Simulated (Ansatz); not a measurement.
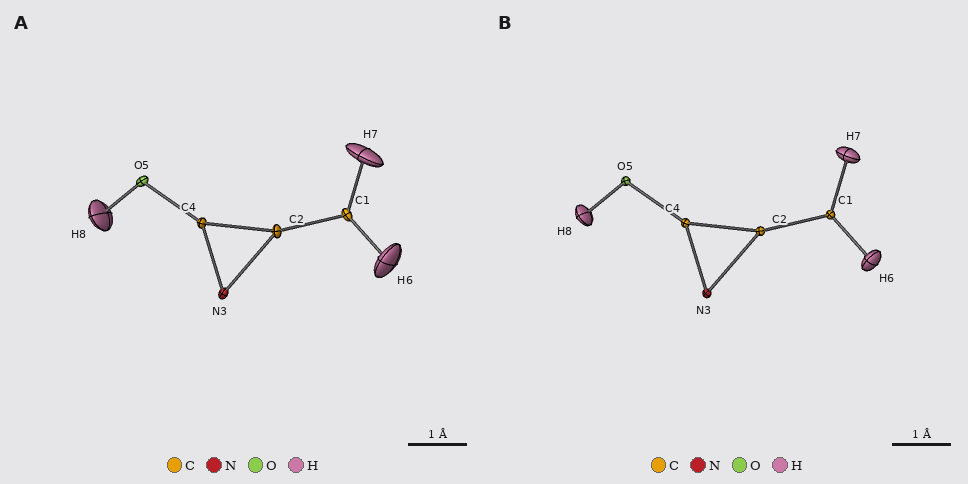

Displacement ellipsoids at the 50 % level, from the internal vibrations of the free molecule (harmonic, no overall translation or rotation; no half-axis is drawn under 0.075 Å). Vibrations computed with RKS PBE0-D4/def2-TZVP (Ansatz 0.2.0). One panel is for 0 K (zero-point motion alone), the other for 900 K.

> Which panel is for 900 K?

A.

> How much does the mean-square displacement of H8 grow, and why?

U_eq goes from 0.0179 to 0.0440 Å², a factor of 2.5. Modes below kT (626 cm⁻¹ at 900 K) grow about in proportion to T, and the lowest lies at 262 cm⁻¹; the mean-square amplitude of a mode is its zero-point value times coth(ħω/2kT), which comes close to 1 only above about 3kT.
